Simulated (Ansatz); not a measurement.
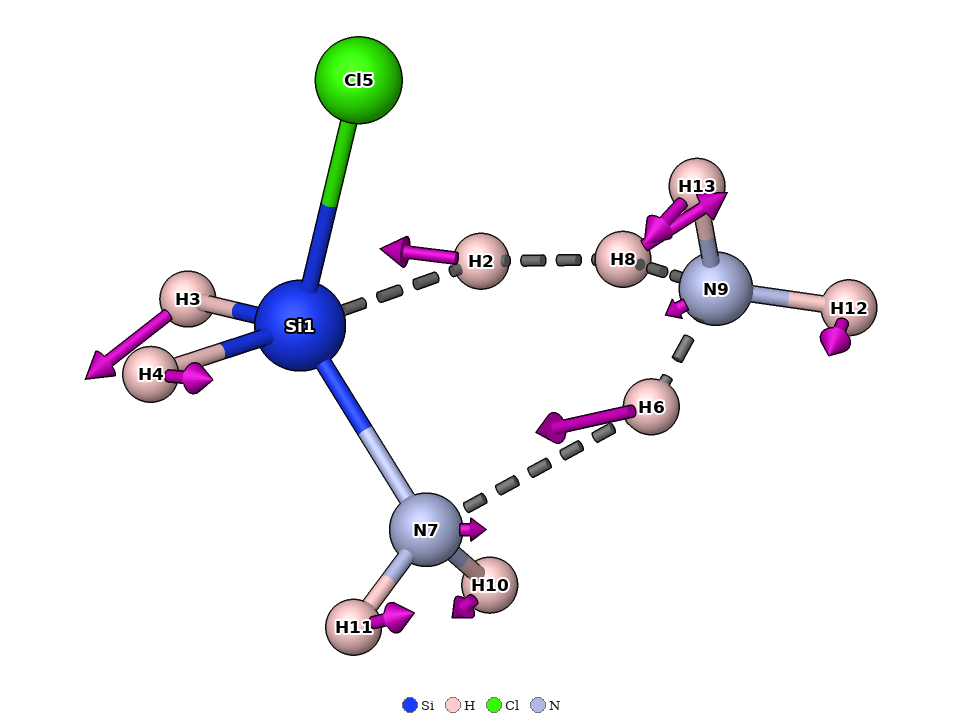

The arrows show one normal mode. Broken sticks mark bonds that form or break. Harmonic vibrations computed with RKS PBE0-D4/def2-TZVP (Ansatz 0.2.0) at a stationary point of the same level. It is a saddle point of order 1.

> Estimate its harmonic wavenumber.

228i cm⁻¹; it is mode 1 of 33 counted from the lowest. It is the reaction coordinate: H2–H8 forms (1.27 Å), H6–N9 forms (1.04 Å), Si1–H2 breaks (1.66 Å), H6–N7 breaks (2.01 Å), H8–N9 breaks (1.12 Å), or the reverse.
